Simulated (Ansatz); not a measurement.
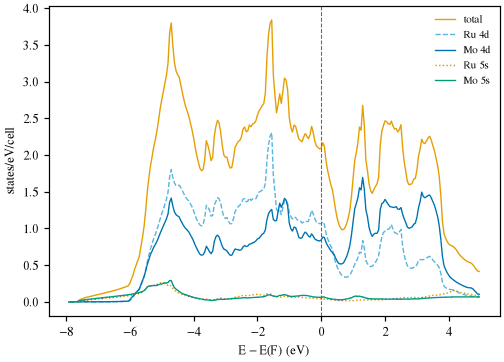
Total and projected density of states of MoRu (L1₀ or tetragonal B2, space group No. 123), plane-wave PAW r²SCAN (Ansatz code)

**Question.** Which orbitals carry the states next to the Fermi level?

**Answer.** Within 0.5 eV of the Fermi level: Ru 4d 49 %, Mo 4d 41 %. Projections are on Löwdin-orthogonalised atomic valence shells; empty p or d shells of many metals are not among them.

**Question.** Where is the tallest occupied peak in this window, and what makes it?

**Answer.** Near -1.5 eV, about 3.8 states/eV per cell; the largest projected share is Ru 4d.

Space group P4/mmm (L1₀ or tetragonal B2). The start of the workflow was typed in or built on a structure type; neither database checked (COD, Materials Project) lists it. Its standing as an ambient phase is unchecked. Symmetry was held in the r²SCAN relaxation; whether a distortion lowers the energy is not shown. No spin polarisation was allowed. Scalar-relativistic: spin–orbit coupling is off unless named, which matters more the heavier the elements.

Potentials: the earlier of the program's two PAW sets.
